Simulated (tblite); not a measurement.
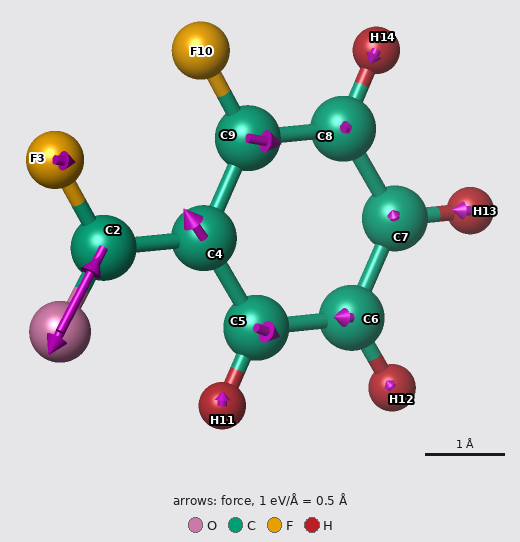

Starting geometry of C7H4F2O with the computed forces as purple arrows. A ball-and-stick model, seen at a tilt.

All numbers below come from GFN2-xTB geometry optimisation, gas phase in tblite. 

**What follows when this structure is relaxed?**

It isn't relaxed: the largest force vector, on a C atom, is 3.15 eV/Å. The final displacements follow the starting forces only in part (cosine between the two patterns 0.44). The atom that moves furthest after the best rigid fit is a C atom (0.067 Å). By element the largest moves are C 0.067 Å, H 0.061 Å, F 0.053 Å, O 0.045 Å. Among the contacts that change: C–O 1.222 → 1.186 Å, C–C 1.397 → 1.383 Å, C–H 1.091 → 1.079 Å, C–C 1.392 → 1.399 Å. Bond angles that change, for instance: F–C–C 119.5° → 113.6°, C–C–C 119.6° → 124.8°, C–C–C 120.4° → 117.1°. After 21 geometry steps the energy has fallen by 13.3 kJ/mol. The run took 0.11 s on 1 thread of Arm Neoverse V2 (shared host).
